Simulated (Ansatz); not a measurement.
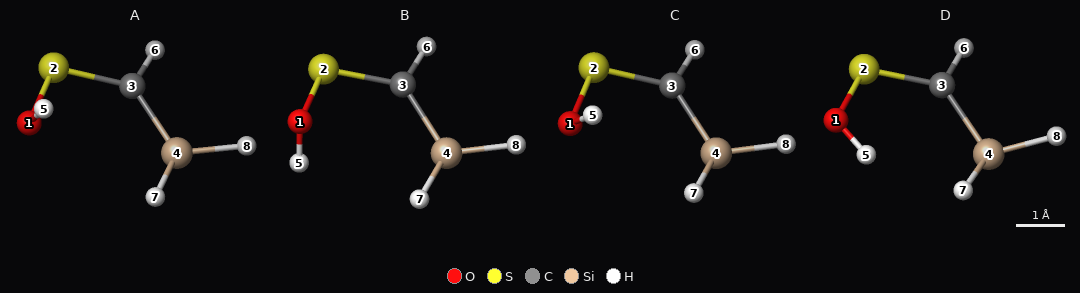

4 geometries from a converged minimum-energy path of CH4OSSi, shuffled. A ball-and-stick model, seen from a free direction.

Theory: RKS revPBE/def2-SVP (Ansatz 0.2.0). Run with 9 movable images; climbing image; force threshold 0.05 eV/Å; iteration limit 27; starting path by image-dependent pair potential.

One of them is the converged climbing image. Which?

Answer. D. In order along the path, whose images run from 0 to 10: A (image 0, 0.000 eV), C (image 1, +0.009 eV), D (image 5, +0.174 eV), B (image 8, +0.047 eV). The motion is a rotation about the O1–S2 bond by about 170°. No bond forms or breaks between the ends. Bond angles that change up to the highest image, for instance: C3–Si4–H7 121.1° → 111.4°, C3–Si4–H8 115.3° → 110.2°.

Cost: 5.6 min on 1 thread of Intel(R) Xeon(R) Processor @ 2.50GHz (Skylake/Cascade Lake) (shared host), peak memory 0.26 GiB.
